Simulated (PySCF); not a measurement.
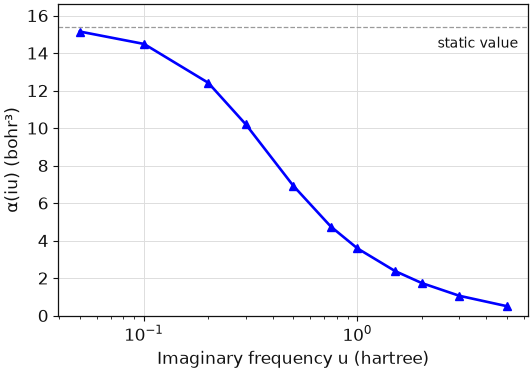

Dipole polarisability at imaginary frequency of an atom or ion with 48 electrons in the configuration [Kr] 4d¹⁰ 5s². Coupled response at the PBE0 level; PySCF, def2-QZVPPD with a 28-electron core potential, unrestricted single determinants, no spin-orbit coupling.

> Which species is it, and what does the curve give?

Sn²⁺. The static dipole polarisability is 15.4 bohr³; α(iu) falls to half of it near u = 0.44 hartree. The Casimir–Polder integral gives C₆ = 86.4 hartree bohr⁶ for two such species.
